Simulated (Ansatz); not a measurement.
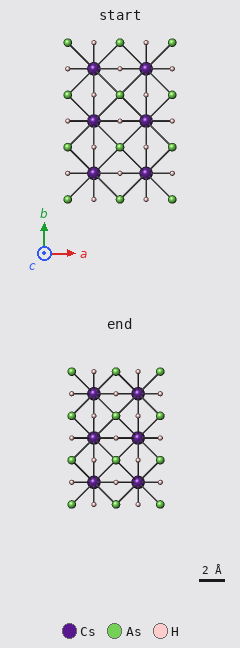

The structure of a crystal of CsAsH$_{4}$ (built on the NaHoF4-123 type type) before (top) and after (bottom) a relaxation, at one scale.

A ball-and-stick model of the cell of the calculation, repeated 1 × 2 × 1 with one cell outlined, seen along the c axis.

Computed with Ansatz 0.2.0, DFT, PBEsol, plane waves, PAW. (plane-wave cutoff 420 eV; k-point mesh 6 × 6 × 4; occupations fermi dirac; smearing width 0.03 eV; no spin polarisation; cell and atoms relaxed; force threshold 0.01 eV/Å; at most 120 steps)

**Describe what moved and what it gained.**

After 7 accepted moves (9 points after the start) the energy has fallen by 424 meV per atom. The largest force component goes from 1.1 to 0.00027 eV/Å. The pressure goes from −6.70 to 0.00 GPa. The SCF was repeated twice at an unchanged geometry on a basis and grid sized afresh for the cell, which shifted the energy by 1.0 meV per atom at most. The largest moves relative to the cell, 0.52 Å, are those of H atoms. Cs and As stay in place. The drawn cell changes as follows: a = b 4.265 → 3.614 Å (−15.3 %), c 6.138 → 6.190 Å (+0.8 %); the volume changes by −27.6 %. Among the contacts that change: As–H 2.567 → 2.027 Å, As–Cs 4.303 → 4.014 Å, Cs–H 2.690 → 2.829 Å. Among the angles between lasting bonds that change: Cs–H–Cs 104.9° → 79.4°. The space group stays P4/mmm (No. 123).
